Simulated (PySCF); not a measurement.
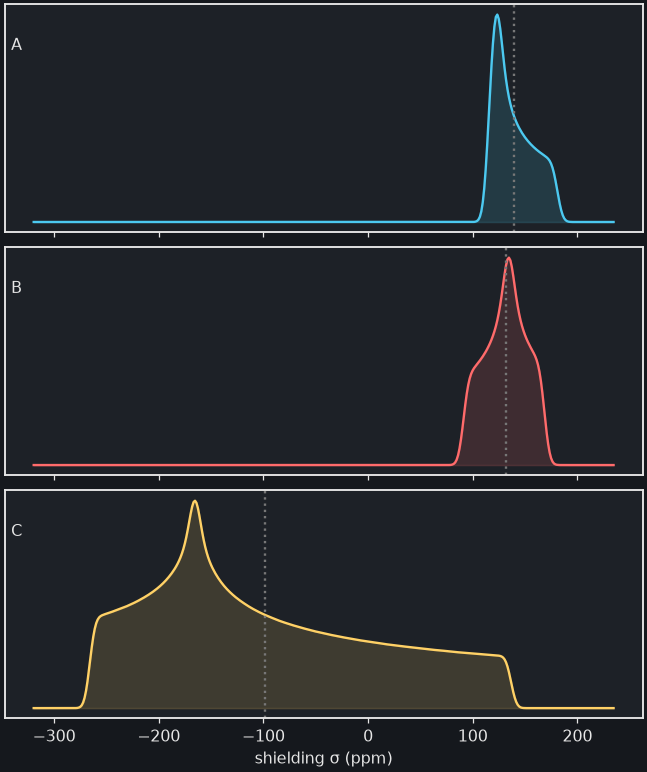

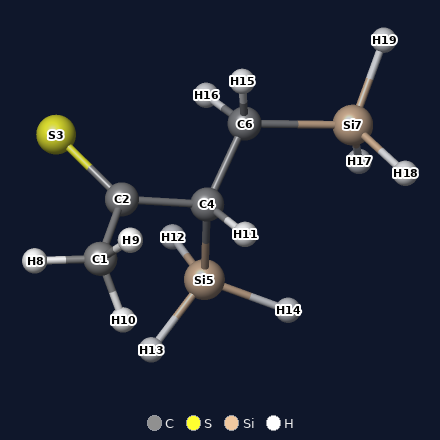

Static powder patterns (¹³C) from GIAO shielding tensors of C₄H₁₂SSi₂, SMILES CC(=S)[C@@H]([SiH3])C[SiH3], PBE0/pcSseg-1 (IEF-PCM tetrahydrofuran) in PySCF, at a PBE0-D3(BJ)/def2-SVP geometry (no frequency check); absolute shielding, one fixed geometry of the isolated molecule without any motion, no dipolar terms. The dotted line is the isotropic value; skew is 3(σiso − σ22)/span.

Q: The panels belong to C1, C2 and C4. Which is which?

A: panel A: C1, σ11, σ22, σ33 = 114, 123, 181 ppm, isotropic 140, span 66 ppm, skew 0.74; panel B: C4, σ11, σ22, σ33 = 91, 134, 169 ppm, isotropic 131, span 78 ppm, skew −0.11; panel C: C2, σ11, σ22, σ33 = −266, −165, 137 ppm, isotropic −98, span 403 ppm, skew 0.50.

Note: one conformer of a flexible molecule.
